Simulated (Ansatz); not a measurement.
A series of calculations on GeH5OBr

### Relaxation

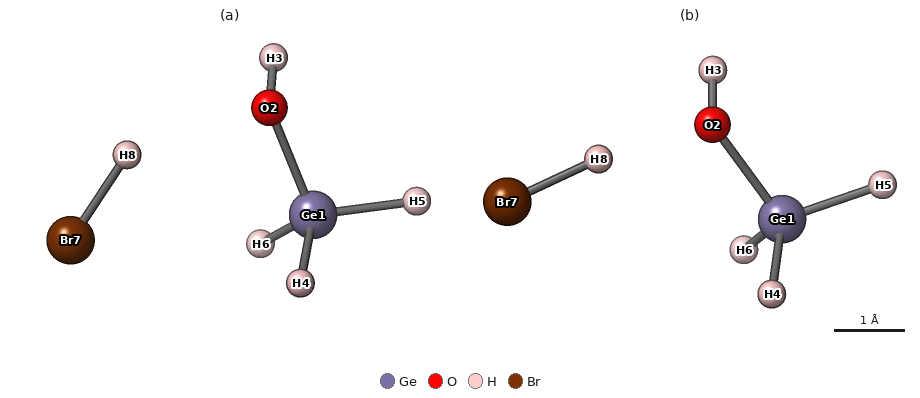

The structure of GeH$_{5}$OBr before (left) and after (right) a relaxation, at one scale.

Style: ball-and-stick. Shown at a tilt.

The run prepares an end point of a later path (reaction) calculation, from a guessed geometry.

The calculation used RKS B3LYP-D4/def2-SVP in Ansatz.

Input file:
```yaml
crystal:
  periodic: [false, false, false]
  atoms:
    - { symbol: Ge, position_ang: [-0.140966, 0.144998, 0.010306] }
    - { symbol: O, position_ang: [-0.110915, 0.159616, 1.797727] }
    - { symbol: H, position_ang: [-0.987049, 0.084836, 2.198454] }
    - { symbol: H, position_ang: [1.32687, 0.27876, -0.400678] }
    - { symbol: H, position_ang: [-0.963147, 1.368179, -0.460707] }
    - { symbol: H, position_ang: [-0.790848, -1.150926, -0.511215] }
    - { symbol: Br, position_ang: [1.724082, -2.710156, 1.187741] }
    - { symbol: H, position_ang: [1.130273, -1.639907, 2.059472] }
basis:
  gaussian: { orbitals: def2-SVP }
hamiltonian:
  xc: b3lyp
  dispersion: d4
relax:
  f_tol: 0.03
  max_steps: 50
```

Command:
```bash
ansatz run input.yaml --threads 2 --pin off --max-ram 3072MiB --backend cpu --events-out ev --progress --plain --runs-dir out
```

### Describe what moved and what it gained.

After 9 geometry steps the energy has fallen by 17.5 kJ/mol. The largest force component goes from 0.9 to 0.013 eV/Å. Br7 moves most after the best rigid fit: 0.72 Å. By element the largest moves are Br 0.72 Å, H 0.38 Å, O 0.35 Å, Ge 0.16 Å. Some distances before and after: Br7–H8 1.503 → 1.462 Å, Ge1–O2 1.788 → 1.817 Å, Ge1–H5 1.547 → 1.542 Å.

Limits of the set-up: the start holds two separate molecules, 2.2 Å apart at their closest, whose relative position is a soft coordinate.

### Relaxation

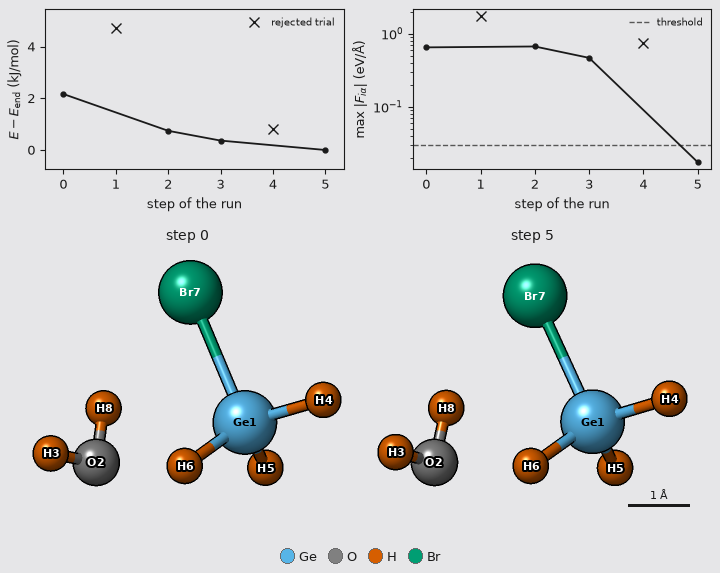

First and last geometry of a relaxation of GeH$_{5}$OBr, with the history of the run. A ball-and-stick model, seen at a tilt.

The run prepares an end point of a later path (reaction) calculation, from a guessed geometry.

These are results of Ansatz 0.2.0, RKS B3LYP-D4/def2-SVP, not measurements.

Input
```yaml
crystal:
  periodic: [false, false, false]
  atoms:
    - { symbol: Ge, position_ang: [0.424389, -0.266743, -0.402411] }
    - { symbol: O, position_ang: [-0.665988, -0.103235, 2.359377] }
    - { symbol: H, position_ang: [-1.208468, -0.895871, 2.47451] }
    - { symbol: H, position_ang: [1.042396, -0.335369, -1.814951] }
    - { symbol: H, position_ang: [0.614793, 1.123297, 0.205166] }
    - { symbol: H, position_ang: [-1.017939, -0.77909, -0.426896] }
    - { symbol: Br, position_ang: [1.774894, -1.794423, 0.842332] }
    - { symbol: H, position_ang: [0.224223, -0.413166, 2.643973] }
basis:
  gaussian: { orbitals: def2-SVP }
hamiltonian:
  xc: b3lyp
  dispersion: d4
relax:
  f_tol: 0.03
  max_steps: 50
output:
  orbitals: {}
```

Command:
```bash
ansatz run input.yaml --threads 2 --pin off --max-ram 3072MiB --backend cpu --events-out ev --progress --plain --runs-dir out
```

Q: Read the history and describe the run.

A: It converged. O2 moves most after the best rigid fit: 0.14 Å. By element the largest moves are O 0.14 Å, H 0.08 Å, Br 0.06 Å, Ge 0.05 Å. Near-neighbour distances that change, for instance: Ge1–Br7 2.389 → 2.355 Å, O2–H8 0.985 → 0.969 Å. After 3 accepted moves (5 points after the start) the energy has fallen by 2.17 kJ/mol. The largest force component goes from 0.65 to 0.018 eV/Å. The line search rejected the trial steps at points 1, 4 of the run.

| step | E − E(0), kJ/mol | largest force component, eV/Å | note |
| --- | --- | --- | --- |
| 0 | 0.00 | 0.6493 |  |
| 1 | 2.55 | 1.7383 | rejected |
| 2 | -1.42 | 0.6679 |  |
| 3 | -1.80 | 0.4669 |  |
| 4 | -1.37 | 0.7399 | rejected |
| 5 | -2.17 | 0.0176 |  |

Limits of the set-up: the start holds two separate molecules, 2.7 Å apart at their closest, whose relative position is a soft coordinate.

### Path

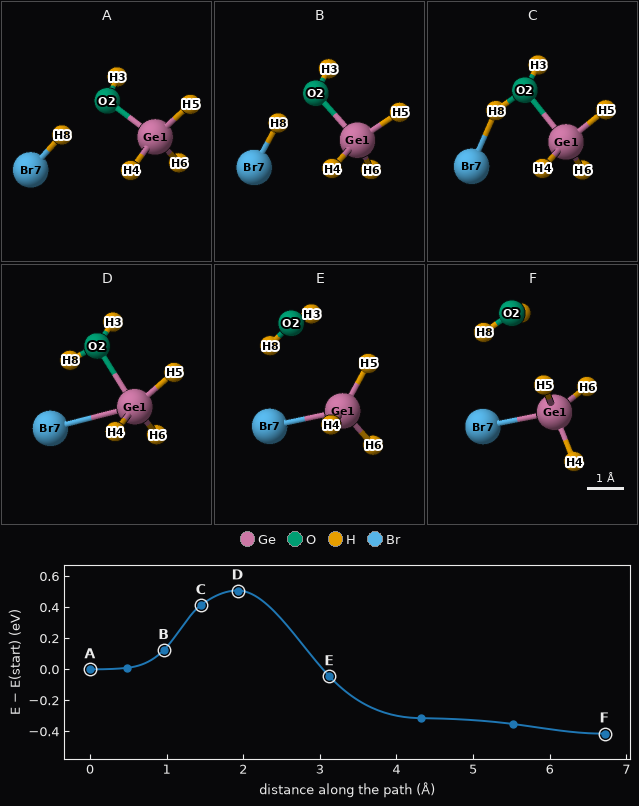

A search for the minimum-energy path of GeH$_{5}$OBr by the nudged elastic band. Images are numbered from 0 (start) to 8 (end). Frames A to F are images 0, 2, 3, 4, 5, 8. A ball-and-stick model, seen at a tilt.

These are results of Ansatz, RKS B3LYP-D4/def2-SVP, not measurements. Settings: 7 movable images; climbing image; force threshold 0.03 eV/Å; iteration limit 47; starting path through a guess of the saddle point.

Question: Describe the mechanism and the energy profile.

Answer: Breaking: Br7–H8 (1.46 → 2.06 at the top → 2.71 Å), Ge1–O2 (1.82 → 2.07 at the top → 3.15 Å). Forming: Ge1–Br7 (4.14 → 2.80 at the top → 2.35 Å), O2–H8 (1.76 → 1.02 at the top → 0.97 Å). The highest point, image 4, lies 0.51 eV above the start and 0.92 eV above the end; the end is at −0.41 eV relative to the start. The band converged in 28 iterations. The largest component of the band force went from 5.6 to 0.021 eV/Å. The climbing image converged on the top of the path. Its vibrational analysis gives one imaginary mode (128i cm⁻¹), as a transition state must have.
